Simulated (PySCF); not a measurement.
SMILES c1c(C)cc(cc1)OC, singlet at its GFN2-xTB optimised geometry (Å):

```
19

C     -2.7868    -1.7871    -0.0212
O     -1.3833    -1.7160    -0.0004
C     -0.7935    -0.4851     0.0000
C     -1.4759     0.7258     0.0001
C     -0.7571     1.9096     0.0015
C      0.6243     1.9037     0.0016
C      1.3177     0.6987     0.0000
C      2.8164     0.6651     0.0068
C      0.5999    -0.4851     0.0000
H     -3.2010    -1.3171    -0.9196
H     -3.2285    -1.3234     0.8677
H     -3.0280    -2.8490    -0.0287
H     -2.5539     0.7620    -0.0013
H     -1.2908     2.8490     0.0017
H      1.1676     2.8372     0.0021
H      3.1871     0.0170    -0.7853
H      3.1795     0.2714     0.9556
H      3.2285     1.6612    -0.1332
H      1.1081    -1.4372    -0.0008
```

Computed with CAM-B3LYP/def2-SVP (PySCF 2.14.0). Cells within 0.4 Å of a nucleus heavier than hydrogen are left out (blank, or x).

Map of the log10 of the electron density (e/bohr³), floored at −4 on the plane z = 0.0 Å:

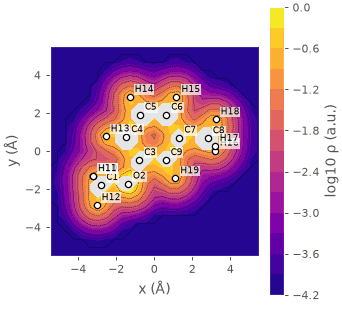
Figure: Log10 of the electron density (e/bohr³), floored at −4 on the plane z = 0.0 Å.
